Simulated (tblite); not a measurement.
C4H10GeO3Si: frequency calculation

System: C4H10GeO3Si.
Method: GFN2-xTB harmonic vibrations, gas phase (tblite 0.8.0).

It belongs to a series of runs on one base structure; here: H on C replaced by OCOCH3.

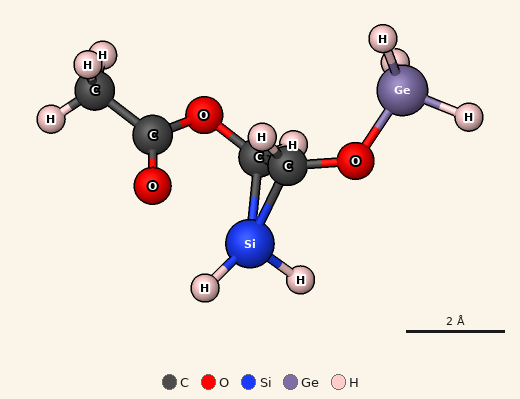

**Figure 1.** The input geometry (ball-and-stick view, seen on its broad side). Sticks mark near contacts. Bond lengths as drawn: C–C 1.50 to 1.54 Å, C–H 1.09 Å, C–O 1.22 to 1.41 Å, C–Si 1.89 to 1.93 Å, Ge–H 1.49 to 1.51 Å, Ge–O 1.75 Å and H–Si 1.44 to 1.47 Å.

Summary:

```json
{"quantity": "outcome", "value": "converged"}
{"quantity": "total energy", "value": "−802.7235 eV"}
{"quantity": "zero-point energy", "value": "78.6110 kcal/mol"}
{"quantity": "hardware", "value": "1 CPU thread, shared host"}
{"quantity": "wall time", "value": "1.6 s"}
{"quantity": "peak memory", "value": "0.18 GiB"}
```

Input:
```
{"job": {"kind": "ir", "xc": "GFN2-xTB", "basis": "xTB"}, "charge": 0, "multiplicity": 1}
C      3.045798     1.211987    -0.547963
C      1.925170     0.223382    -0.415418
O      1.800157    -0.765297    -1.121464
O      1.074816     0.501730     0.540928
C      0.024739    -0.433519     0.665791
Si     0.077296    -2.123638    -0.257745
C     -0.930355    -0.547776    -0.532409
O     -2.294101    -0.547992    -0.230665
Ge    -3.226446     0.799613     0.375664
H      3.986323     0.679827    -0.665308
H      2.886070     1.813450    -1.441349
H      3.076242     1.859271     0.322813
H     -0.454635    -0.285753     1.627949
H      0.823236    -2.911389    -1.210739
H     -0.672500    -2.991991     0.656527
H     -0.676484     0.126914    -1.348916
H     -2.725950     1.275383     1.713758
H     -4.570804     0.170215     0.466019
H     -3.178376     1.954835    -0.589770
```

The first line tells a small driver script what to run in tblite; the rest is the geometry in Å.

Launch command:
```bash
OMP_NUM_THREADS=1 python <driver script> task.json out
```

What the program printed:
```
mode    cm-1     km/mol
  1      34.4      1.86
  2      41.1      0.47
  3      53.1      3.21
  4      97.1     26.28
  5     101.5      7.14
  6     120.0      2.51
  7     136.7      0.72
  8     199.4      4.90
  9     316.0     20.48
 10     326.5      8.84
 11     340.9     12.14
 12     368.9      0.30
 13     483.9     12.03
 14     534.7    101.95
 15     558.9     36.01
 16     575.6    208.84
 17     594.4     66.31
 18     603.2     56.44
 19     625.9     83.98
 20     665.2     79.83
 21     694.7     21.88
 22     737.0    310.37
 23     754.7     81.79
 24     792.0    158.48
 25     837.4    161.23
 26     864.6     15.24
 27     898.0     60.99
 28     928.5    155.71
 29     987.5     22.89
 30    1008.4     40.57
 31    1012.8      4.37
 32    1066.4     33.23
 33    1071.3      8.66
 34    1125.5     88.76
 35    1227.1      8.88
 36    1284.7    165.58
 37    1305.9     62.67
 38    1369.8     53.14
 39    1436.8     10.54
 40    1446.1      5.80
 41    1658.7    317.29
 42    1909.7    110.69
 43    1964.8    523.04
 44    2099.4    378.79
 45    2234.5    361.83
 46    2419.9    210.47
 47    2932.5     46.92
 48    3009.6     36.33
 49    3021.5      1.85
 50    3045.6      1.15
 51    3066.3      5.37
```

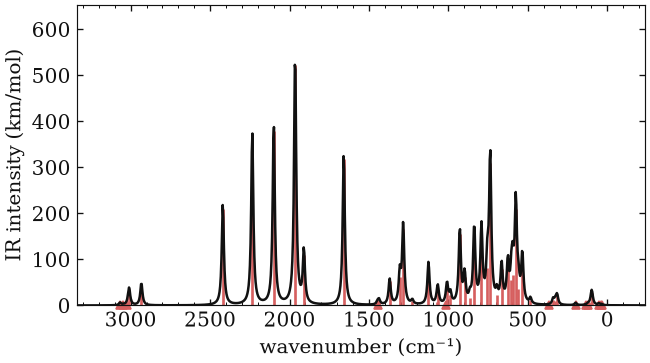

**Figure 2.** Harmonic infrared spectrum, unscaled: sticks (degenerate modes added up, dark ones marked on the axis) with a Lorentzian envelope of 16 cm⁻¹ full width, scaled to the tallest stick. 51 modes from 34 to 3066 cm⁻¹, none imaginary. The strongest line is at 1965 cm⁻¹ (523 km/mol).
